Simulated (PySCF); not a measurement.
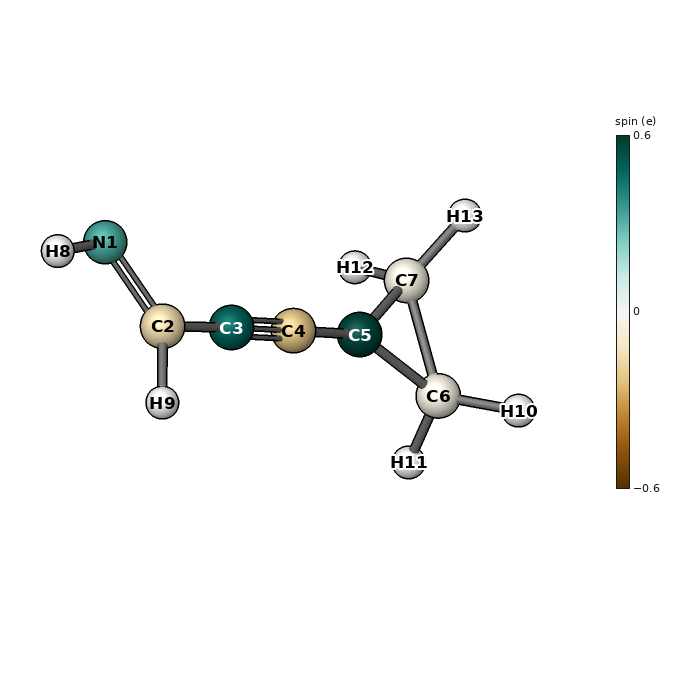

Atoms are coloured by their Mulliken spin populations. Charge 0, doublet. The geometry was computed by an optimisation with GFN2-xTB. No frequency run is at hand to confirm it as a minimum. Method: UKS B3LYP, pcH-1 on C H N, non-relativistic (PySCF 2.14.0).

> Which atom carries the largest spin population?

C5 (0.58 e).

> Which atom has the lowest spin population?

C4 (−0.23 e); a negative value comes from spin polarisation.

List the Mulliken spin populations.

| atom | value (e) |
| --- | --- |
| N1 | 0.33 |
| C2 | −0.16 |
| C3 | 0.49 |
| C4 | −0.23 |
| C5 | 0.58 |
| C6 | −0.05 |
| C7 | −0.05 |
| H8 | −0.01 |
| H9 | 0.00 |
| H10 | 0.02 |
| H11 | 0.02 |
| H12 | 0.02 |
| H13 | 0.02 |

Mulliken values depend strongly on the basis set.
